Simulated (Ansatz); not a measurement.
# Gate voltage at the highest density: TiSi2As4 monolayer

A layer charged from one gate needs a voltage that grows with the carrier density; the slope is e over the total capacitance.

Set-up. Ansatz 0.2.0, plane waves with PAW datasets (its set soft_2), PBEsol-D3(BJ); isolated slab, charged sheet 6 Å from the outer atoms behind model barriers, atoms held, Fermi-Dirac smearing of 0.02585 eV. The voltage is that of the gate against the layer's Fermi level, from the uncharged case, which has no gap over 0.05 eV.

```
  run  added electrons (10¹³ per cm²)  gate voltage (V)
run 1                           −1.00             −0.90
run 2                           −2.00             −1.81
run 3                           −4.00             −3.64
run 4                           −7.00             −6.40
run 5                          −11.00                 ?
```

**Question.** What value belongs in the row marked “?”, and how far can the other rows tell?

A least-squares line through the 4 rows shown has slope 0.9169 and intercept 0.0217; no row lies more than 0.01 V off it. The capacitance is 1.602/0.9169 = 1.75 µF/cm², against 1.48 µF/cm² for plates 6 Å apart in vacuum; it is the larger, as where the added charge has its centre outside the outer atoms (not examined here). At −11.00 it gives 0.9169 × (−11.00) + 0.0217 = −10.06 V, beyond the rows fitted. Rounding and scatter of the rows alone allow about ±0.015 V there.

The run itself gives −10.11 V: a miss of −0.05 V, or 0.5 % of the value. The capacitance falls a little towards the highest density.

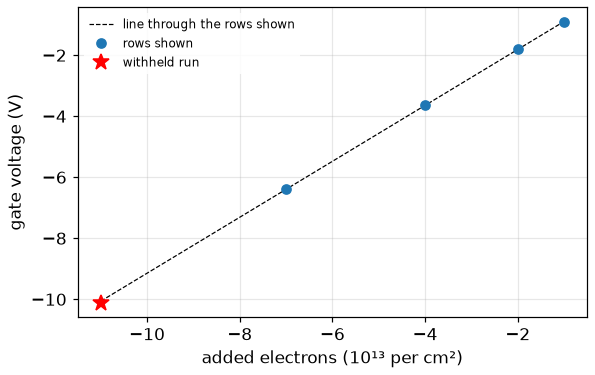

The fit and the withheld run.

**Limits.** The gates are model sheets, not atoms, and low densities sample few k-points.

[Logs are printed without paths, hosts, clocks, repeated set-up lines and the standing remarks that a program may print on its own settings, such as how far it seeks lower states.]
